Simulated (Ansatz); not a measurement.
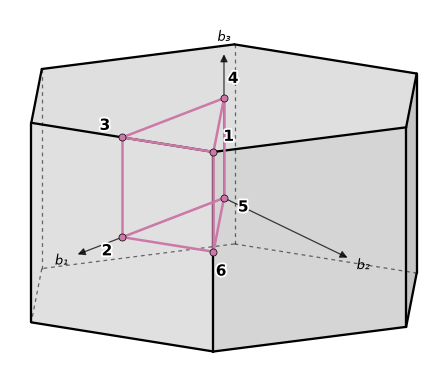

The first Brillouin zone of a primitive hexagonal lattice (hP; extended symbol hP2) is drawn with its special points numbered. Crystal: Hf, the end point of a relaxation at fixed volume with DFT r2SCAN, scalar-relativistic, plane waves, PAW (Ansatz 0.2.0). Geometry calculated from the standardised cell; symmetry tolerance 0.002 Å.

a = 3.198 Å, b = 3.198 Å, c = 5.046 Å, α = 90.00°, β = 90.00°, γ = 120.00°.

Labels and path follow the convention of Hinuma et al. (2017), as computed by seekpath; the arrows show the directions of the reciprocal primitive vectors b₁, b₂, b₃, in which coordinates are given.

Question: Which special point is each number?

Answer:
```csv
no.,label,coordinates
1,H,"(1/3, 1/3, 1/2)"
2,M,"(1/2, 0, 0)"
3,L,"(1/2, 0, 1/2)"
4,A,"(0, 0, 1/2)"
5,Γ,"(0, 0, 0)"
6,K,"(1/3, 1/3, 0)"
```
